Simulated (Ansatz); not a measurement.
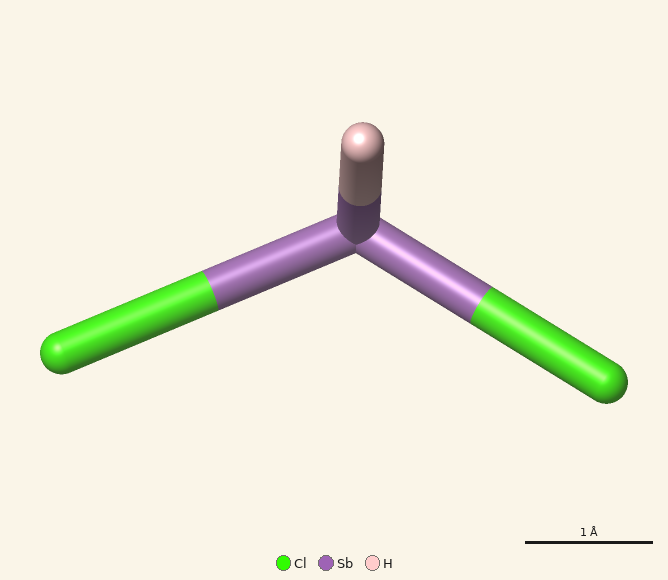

(Drawn from a calculation with Ansatz.)

The picture shows a molecular structure as a stick model. Every bond is drawn as one stick, whatever its order.

Geometry: moved along internal coordinates away from the minimum.

> Give the formula.

Cl₂HSb, 4 atoms: 2 chlorine, 1 hydrogen and 1 antimony.

> How many bonds of each kind are drawn?

2 Cl–Sb, 1 Sb–H.

> Give a SMILES string for it.

[Cl][SbH][Cl]
